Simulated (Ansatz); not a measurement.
**Al2CdPt4 (element-swapped structure): how the settings move a single-point run**

How sensitive is a single-point run of Al2CdPt4 (element-swapped structure) to its settings? A reference run comes first, then four runs with altered input.

Program: Ansatz 0.2.0. Level of theory: reference: DFT PBE, plane waves, PAW, scalar-relativistic, no spin polarisation. These are calculated values, not measurements.

## 1. The system as given

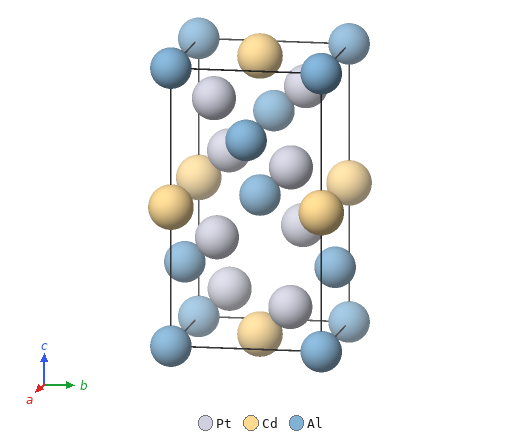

Start, viewed slightly off an axis; platinum light grey, cadmium orange, aluminium light blue. Atoms on the faces are drawn again on the opposite ones. The cell drawn here is the conventional one.

As a file:

```cif
data_structure
_symmetry_space_group_name_H-M 'I-4'
_symmetry_Int_Tables_number 82
_cell_length_a 5.2536
_cell_length_b 5.2536
_cell_length_c 9.7443
_cell_angle_alpha 90.000
_cell_angle_beta 90.000
_cell_angle_gamma 90.000
_cell_volume 268.95
loop_
_atom_site_label
_atom_site_type_symbol
_atom_site_symmetry_multiplicity
_atom_site_Wyckoff_symbol
_atom_site_fract_x
_atom_site_fract_y
_atom_site_fract_z
_atom_site_occupancy
Pt1 Pt 8 g 0.25000 0.74000 0.37000 1
Cd1 Cd 2 b 0.50000 0.50000 0.00000 1
Al1 Al 2 d 0.50000 0.00000 0.25000 1
Al2 Al 2 a 0.00000 0.00000 0.00000 1
```

## 2. Reference

Contents of input.yaml:

```yaml
crystal:
  lattice:
    - [0.0, 5.253603, 0.0]
    - [5.253603, 0.0, 0.0]
    - [2.626802, 2.626802, -4.872141]
  atoms:
    - { symbol: Pt, position: [0.37, 0.38, 0.74] }
    - { symbol: Pt, position: [0.62, 0.11, 0.26] }
    - { symbol: Pt, position: [0.89, 0.88, 0.74] }
    - { symbol: Pt, position: [0.12, 0.63, 0.26] }
    - { symbol: Cd, position: [0.5, 0.5, 0.0] }
    - { symbol: Al, position: [0.75, 0.25, 0.5] }
    - { symbol: Al, position: [0.0, 0.0, 0.0] }
  symmetry: { tolerance: 0.0003 }
kpoints:
  mp_grid: { grid: [4, 4, 4], shift: [0, 0, 0] }
magnetization:
  spin_polarized: false
scf:
  occupations: { method: gaussian, width: 0.2445 }
hamiltonian:
  pseudopotentials: { kind: paw }
  xc: pbe
basis:
  ecutwfc: 420
output:
  forces: true
  stress: true
  eigenvalues: true
  write_density: true
  write_potential: true
  elf: true
  volumetric_format: npy
```

Started as:

```
ansatz run input.yaml --threads 1 --pin off --max-ram 2560MiB --backend cpu --events-out ev --progress --plain --runs-dir out
```

What it wrote, shortened:

```text
Warning: RAYON_NUM_THREADS=1 ignored (pool sized by the plan → 1); use --threads N
[...]
Pseudopotentials: kind: paw
Pseudopotential: Pt, paw, valence charge 18, recommended cutoff 420 eV (normal), Pt.paw.azcp
Pseudopotential: Cd, paw, valence charge 20, recommended cutoff 420 eV (normal), Cd.paw.azcp
Pseudopotential: Al, paw, valence charge 3, recommended cutoff 420 eV (normal), Al.paw.azcp
Functional definition: PBE
[...]
Crystal: 7 atoms, lattice volume = 134.473 Å³
Basis set: ecut = 420 eV, 2649 PW (Γ), exchange–correlation on 72×72×90 points (8 copies of the dense FFT grid, shifted against one another)
Bands: 59, of which v1, the nominal top of the filled ones, is band 49 counted from 1 (48 counted from 0)
Symmetry: 4 space group operations
Space group: I-4 (ITA 82), of the structure as read, at distance tolerance 1.5e-3 Å
k-points: 14 of 64 (time reversal used)
[...]
SCF iter   1: F=—  HF=-59415.792935 eV  |F-HF|=—  |Δ(HF+E_count)|=         —  Δρ=5.01e-3  dr2=4.17e-2  ethr=1.77e-3  ⟨swp⟩=6.4  Hψ=3026  notcnv=0
[...]
SCF iter   7: F=-59415.786560 eV  HF=-59415.786560 eV  |F-HF|=1.24e-8  |Δ(HF+E_count)|=   7.35e-7  Δρ=7.97e-6  dr2=9.58e-8  ethr=1.02e-10  ⟨swp⟩=10.9  Hψ=5706  notcnv=0
[...]
SCF converged after 7 iterations
Free energy (F): -59415.786560 eV
[...]
E sigma→0 (E₀):  -59415.742236 eV
Entropy (-TS):   -0.088648 eV (-12.664 meV/atom)
Fermi energy:    13.201256 eV
[...]
--- Forces (eV/Å), atoms counted from 1 ---
  atom   1  Pt     0.05583163    -4.09431925     4.14531037
  atom   2  Pt    -4.09431882    -0.05583163    -4.14531079
  atom   3  Pt    -0.05583206     4.09431882     4.14531079
  atom   4  Pt     4.09431925     0.05583206    -4.14531037
  atom   5  Cd     0.00000000    -0.00000000    -0.00000000
  atom   6  Al    -0.00000000     0.00000000     0.00000000
  atom   7  Al    -0.00000000     0.00000000     0.00000000
[...]
--- Stress (GPa, compression-positive) ---
       36.534706       0.000001       0.000000
       -0.000001      36.534706       0.000000
        0.000000       0.000000      30.368454
  P = ⅓ Tr σ = 34.4793 GPa (344.793 kbar)
--- Band table (eV; the first three rows and the last of 14) ---
[...]
```

Run time: 4.1 s. Hardware: 1 thread of AMD EPYC 9R45 (Zen 5), shared host; peak memory 0.47 GiB.

## 3. Variant: occupations.method tetrahedron, preconditioner resta, width left out

Changes to input.yaml since step 2:

```diff
@@ -19,3 +19,4 @@
 scf:
-  occupations: { method: gaussian, width: 0.2445 }
+  occupations: { method: tetrahedron }
+  mixing: { preconditioner: resta }
 hamiltonian:
@@ -29,5 +30 @@
   eigenvalues: true
-  write_density: true
-  write_potential: true
-  elf: true
-  volumetric_format: npy
```

Started as:

```
ansatz run input.yaml --threads 1 --pin off --max-ram 2560MiB --backend cpu --events-out ev --progress --plain --runs-dir out
```

What it wrote, shortened:

```text
Warning: output.forces, output.stress, relax.cell or npt_langevin: where a Kohn–Sham band that disperses or a degenerate level is filled in part under the method tetrahedron, the forces or the stress that this run publishes need not agree with its energy (scf.occupations.method in the [...]
Warning: RAYON_NUM_THREADS=1 ignored (pool sized by the plan → 1); use --threads N
band count auto-derived: 60 (N_el = 98.0; filled up to band 49; 59 by the electrons, moments and atoms)
[...]
[... 5 set-up lines as earlier in the session ...]
[...]
Crystal: 7 atoms, lattice volume = 134.473 Å³
Basis set: ecut = 420 eV, 2649 PW (Γ), exchange–correlation on 72×72×90 points (8 copies of the dense FFT grid, shifted against one another)
[...]
SCF converged after 8 iterations
Stability not checked: this state was not tested for a lower state beside it, because cold or Methfessel-Paxton smearing, or corrected tetrahedra, fill the levels in a way that the test cannot read (fill_not_monotonic; see scf.lower_state_search)
Free energy (F): -59415.743765 eV
[...]
E sigma→0 (E₀):  -59415.743765 eV
Entropy (-TS):   -0.001048 eV (-0.150 meV/atom)
Fermi energy:    13.169887 eV
[...]
--- Forces (eV/Å), atoms counted from 1 ---
  atom   1  Pt     0.05940154    -4.11784564     4.15924908
  atom   2  Pt    -4.11784521    -0.05940154    -4.15924951
  atom   3  Pt    -0.05940197     4.11784521     4.15924950
  atom   4  Pt     4.11784564     0.05940197    -4.15924908
  atom   5  Cd    -0.00000000     0.00000000     0.00000000
  atom   6  Al    -0.00000000     0.00000000     0.00000000
  atom   7  Al    -0.00000000     0.00000000     0.00000000
[...]
--- Stress (GPa, compression-positive) ---
       36.584473       0.000001       0.000000
       -0.000001      36.584473       0.000000
        0.000000       0.000000      30.767371
  P = ⅓ Tr σ = 34.6454 GPa (346.454 kbar)
--- Band table (eV; the first three rows and the last of 14) ---
[...]
```

Run time: 3 s. Hardware: 1 thread of AMD EPYC 9R45 (Zen 5), shared host; peak memory 0.45 GiB.

Changing the smearing and mixing moves the energy by -0.2 meV/atom (σ→0 values), and the largest force goes from 5.83 to 5.85 eV/Å.

## 4. Changing settings: xc pbesol

Changes to input.yaml since step 2:

```diff
@@ -22,3 +22,3 @@
   pseudopotentials: { kind: paw }
-  xc: pbe
+  xc: pbesol
 basis:
@@ -29,5 +29 @@
   eigenvalues: true
-  write_density: true
-  write_potential: true
-  elf: true
-  volumetric_format: npy
```

Started as:

```
ansatz run input.yaml --threads 1 --pin off --max-ram 2560MiB --backend cpu --events-out ev --progress --plain --runs-dir out
```

What it wrote, shortened:

```text
Warning: RAYON_NUM_THREADS=1 ignored (pool sized by the plan → 1); use --threads N
[...]
[... 4 set-up lines as earlier in the session ...]
Functional definition: PBEsol
[...]
Crystal: 7 atoms, lattice volume = 134.473 Å³
Basis set: ecut = 420 eV, 2649 PW (Γ), exchange–correlation on 72×72×90 points (8 copies of the dense FFT grid, shifted against one another)
Bands: 59, of which v1, the nominal top of the filled ones, is band 49 counted from 1 (48 counted from 0)
[... 2 set-up lines as earlier in the session ...]
k-points: 14 of 64 (time reversal used)
[...]
SCF iter   8: F=-58762.268470 eV  HF=-58762.268470 eV  |F-HF|=6.90e-9  |Δ(HF+E_count)|=   1.93e-8  Δρ=2.96e-6  dr2=1.27e-8  ethr=1.02e-10  ⟨swp⟩=8.7  Hψ=3171  notcnv=0
[...]
SCF converged after 8 iterations
Free energy (F): -58762.268470 eV
[...]
E sigma→0 (E₀):  -58762.223274 eV
Entropy (-TS):   -0.090393 eV (-12.913 meV/atom)
Fermi energy:    13.009795 eV
[...]
--- Forces (eV/Å), atoms counted from 1 ---
  atom   1  Pt     0.12987225    -3.88064530     3.95205629
  atom   2  Pt    -3.88064489    -0.12987225    -3.95205668
  atom   3  Pt    -0.12987266     3.88064489     3.95205667
  atom   4  Pt     3.88064530     0.12987266    -3.95205627
  atom   5  Cd     0.00000000    -0.00000000    -0.00000000
  atom   6  Al    -0.00000000     0.00000000    -0.00000000
  atom   7  Al    -0.00000000     0.00000000     0.00000000
[...]
--- Stress (GPa, compression-positive) ---
       31.231163       0.000001       0.000000
       -0.000001      31.231163       0.000000
        0.000000       0.000000      25.280264
  P = ⅓ Tr σ = 29.2475 GPa (292.475 kbar)
--- Band table (eV; the first three rows and the last of 14) ---
[...]
```

Wall time 3.2 s (1 thread of AMD EPYC 9R45 (Zen 5), shared host); peak memory 0.45 GiB.

Total energies don't compare across a change of functional; the pressure goes from 34.5 to 29.2 GPa and the largest force goes from 5.83 to 5.54 eV/Å. At this fixed cell a lower pressure means that this functional prefers a smaller volume than the reference.

## 5. Changed: lower_state_search standard, ecutrho_ratio 9

Changes to input.yaml since step 2:

```diff
@@ -20,2 +20,3 @@
   occupations: { method: gaussian, width: 0.2445 }
+  lower_state_search: standard
 hamiltonian:
@@ -25,2 +26,3 @@
   ecutwfc: 420
+  ecutrho_ratio: 9
 output:
@@ -29,5 +31 @@
   eigenvalues: true
-  write_density: true
-  write_potential: true
-  elf: true
-  volumetric_format: npy
```

Started as:

```
ansatz run input.yaml --threads 1 --pin off --max-ram 2560MiB --backend cpu --events-out ev --progress --plain --runs-dir out
```

What it wrote, shortened:

```text
Warning: RAYON_NUM_THREADS=1 ignored (pool sized by the plan → 1); use --threads N
[...]
[... 5 set-up lines as earlier in the session ...]
[...]
Crystal: 7 atoms, lattice volume = 134.473 Å³
Basis set: ecut = 420 eV, 2649 PW (Γ), exchange–correlation on 108×108×128 points (8 copies of the dense FFT grid, shifted against one another)
Bands: 59, of which v1, the nominal top of the filled ones, is band 49 counted from 1 (48 counted from 0)
[... 2 set-up lines as earlier in the session ...]
k-points: 14 of 64 (time reversal used)
[...]
SCF iter   8: F=-59415.786544 eV  HF=-59415.786544 eV  |F-HF|=2.18e-11  |Δ(HF+E_count)|=   2.84e-8  Δρ=2.07e-6  dr2=9.39e-9  ethr=1.02e-10  ⟨swp⟩=8.8  Hψ=3100  notcnv=0
[...]
SCF converged after 8 iterations
Free energy (F): -59415.786544 eV
[...]
E sigma→0 (E₀):  -59415.742220 eV
Entropy (-TS):   -0.088648 eV (-12.664 meV/atom)
Fermi energy:    13.201250 eV
[...]
--- Forces (eV/Å), atoms counted from 1 ---
  atom   1  Pt     0.05587066    -4.09436769     4.14534623
  atom   2  Pt    -4.09436727    -0.05587066    -4.14534665
  atom   3  Pt    -0.05587109     4.09436727     4.14534664
  atom   4  Pt     4.09436769     0.05587109    -4.14534622
  atom   5  Cd     0.00000000    -0.00000000    -0.00000000
  atom   6  Al    -0.00000000     0.00000000     0.00000000
  atom   7  Al    -0.00000000     0.00000000     0.00000000
[...]
--- Stress (GPa, compression-positive) ---
       36.534686       0.000001       0.000000
       -0.000001      36.534686       0.000000
        0.000000       0.000000      30.368447
  P = ⅓ Tr σ = 34.4793 GPa (344.793 kbar)
--- Band table (eV; the first three rows and the last of 14) ---
[...]
```

It took 3.4 s on 1 thread of AMD EPYC 9R45 (Zen 5), shared host; peak memory 0.57 GiB.

Changing the search for lower states and numerical grids hardly moves the energy: 0.0 meV/atom.

## 6. Changing settings: xc lda, ecutrho_ratio 6

Changes to input.yaml since step 2:

```diff
@@ -22,5 +22,6 @@
   pseudopotentials: { kind: paw }
-  xc: pbe
+  xc: lda
 basis:
   ecutwfc: 420
+  ecutrho_ratio: 6
 output:
@@ -29,5 +30 @@
   eigenvalues: true
-  write_density: true
-  write_potential: true
-  elf: true
-  volumetric_format: npy
```

Started as:

```
ansatz run input.yaml --threads 1 --pin off --max-ram 2560MiB --backend cpu --events-out ev --progress --plain --runs-dir out
```

What it wrote, shortened:

```text
Warning: RAYON_NUM_THREADS=1 ignored (pool sized by the plan → 1); use --threads N
[...]
[... 4 set-up lines as earlier in the session ...]
Functional definition: SPW92
[...]
Crystal: 7 atoms, lattice volume = 134.473 Å³
Basis set: ecut = 420 eV, 2649 PW (Γ)
Bands: 59, of which v1, the nominal top of the filled ones, is band 49 counted from 1 (48 counted from 0)
[... 2 set-up lines as earlier in the session ...]
k-points: 14 of 64 (time reversal used)
[...]
SCF iter   1: F=—  HF=-58117.900796 eV  |F-HF|=—  |Δ(HF+E_count)|=         —  Δρ=5.45e-3  dr2=2.24e-2  ethr=1.77e-3  ⟨swp⟩=6.6  Hψ=3058  notcnv=0
[...]
SCF iter   8: F=-58117.896310 eV  HF=-58117.896310 eV  |F-HF|=8.23e-9  |Δ(HF+E_count)|=   3.20e-8  Δρ=2.51e-6  dr2=1.57e-8  ethr=1.02e-10  ⟨swp⟩=8.6  Hψ=3193  notcnv=0
[...]
SCF converged after 8 iterations
Free energy (F): -58117.896310 eV
[...]
E sigma→0 (E₀):  -58117.852158 eV
Entropy (-TS):   -0.088304 eV (-12.615 meV/atom)
Fermi energy:    12.808103 eV
[...]
--- Forces (eV/Å), atoms counted from 1 ---
  atom   1  Pt     0.04490426    -3.69812422     3.79158685
  atom   2  Pt    -3.69812383    -0.04490426    -3.79158723
  atom   3  Pt    -0.04490465     3.69812383     3.79158722
  atom   4  Pt     3.69812422     0.04490465    -3.79158684
  atom   5  Cd     0.00000000    -0.00000000     0.00000000
  atom   6  Al    -0.00000000     0.00000000     0.00000000
  atom   7  Al    -0.00000000     0.00000000     0.00000000
[...]
--- Stress (GPa, compression-positive) ---
       27.472900       0.000000       0.000000
       -0.000000      27.472900       0.000000
        0.000000       0.000000      21.938132
  P = ⅓ Tr σ = 25.6280 GPa (256.280 kbar)
--- Band table (eV; the first three rows and the last of 14) ---
[...]
```

It took 3.4 s on 1 thread of AMD EPYC 9R45 (Zen 5), shared host; peak memory 0.47 GiB.

Total energies don't compare across a change of functional; the pressure goes from 34.5 to 25.6 GPa and the largest force goes from 5.83 to 5.30 eV/Å. The numerical grids changed too.

## 7. All runs together

```csv
run,ending,energy change,pressure (GPa),gap (eV),force (eV/Å),cycles,time
reference,converged,0,34.5,0.00,5.83,7,4.1 s
"1: occupations.method tetrahedron, preconditioner resta, width left out",converged,-0.2 meV/atom (σ→0),34.6,0.00,5.85,8,3 s
2: xc pbesol,converged,not comparable,29.2,0.00,5.54,8,3.2 s
"3: lower_state_search standard, ecutrho_ratio 9",converged,0.0 meV/atom,34.5,0.00,5.83,8,3.4 s
"4: xc lda, ecutrho_ratio 6",converged,not comparable,25.6,0.00,5.30,8,3.4 s
```

Times don't compare one to one where runs were asked for different outputs or read a saved state (see the inputs); cycles may leave out searches for a lower state.

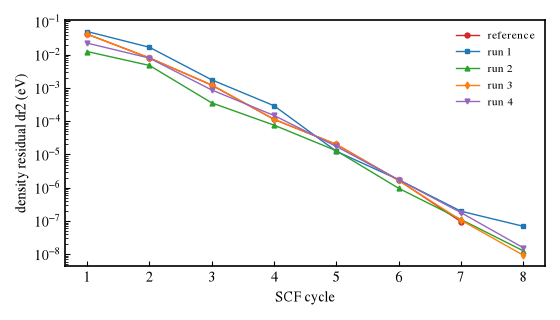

Residual by cycle in the longest SCF loop of each run; runs are numbered as in the table.

The pressure spans 25.6 to 34.6 GPa over the reference and the converged variants. The structure is not at rest: the sound run finds 34 GPa, so these are no properties of the relaxed crystal. 

Caveats on the reference run: it is run without spin, though an odd electron count or open d shells could carry moments; its mesh is coarse for a cell with so small a gap or none; the structure is made up and not relaxed.
